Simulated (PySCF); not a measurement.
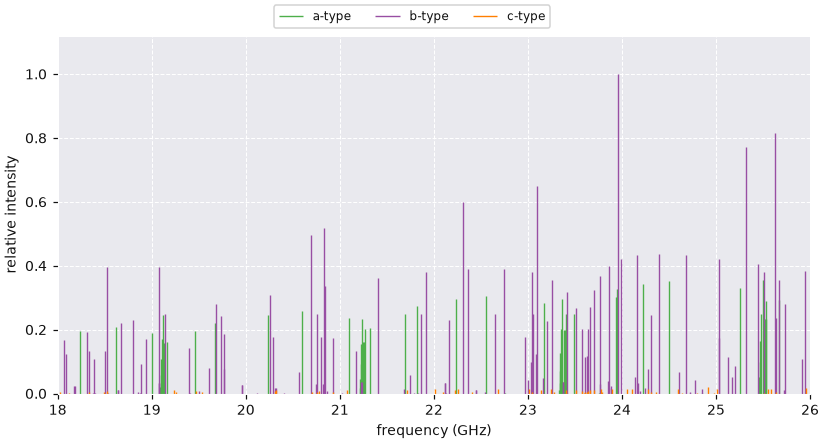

C₂H₇AsOSi, SMILES CC(=O)[SiH2][AsH2]. Simulated rotational absorption lines between 18 and 26 GHz at 10 K: rigid rotor with the equilibrium constants and dipole of one optimised conformer (PBE0-D3(BJ)/def2-SVP, PySCF 2.14.0), commonest isotopes; no centrifugal distortion, hyperfine structure, internal rotation or nuclear-spin weights; lines within 1 MHz of each other are summed. Lines of different type are drawn apart.

### What are the rotational constants, and what kind of rotor is it?

Rotational constants A, B, C = 5.785, 1.141, 0.9785 GHz; Ray's κ = −0.93, a near-prolate asymmetric top.

### Which dipole components drive the lines?

|μa|, |μb|, |μc| = 1.28, 2.15, 0.43 D; b-type lines carry 67 % of the intensity in this range.

Caveats: coarse grid, loose stop and no frequency check, small forces are noise and the end may be a saddle.
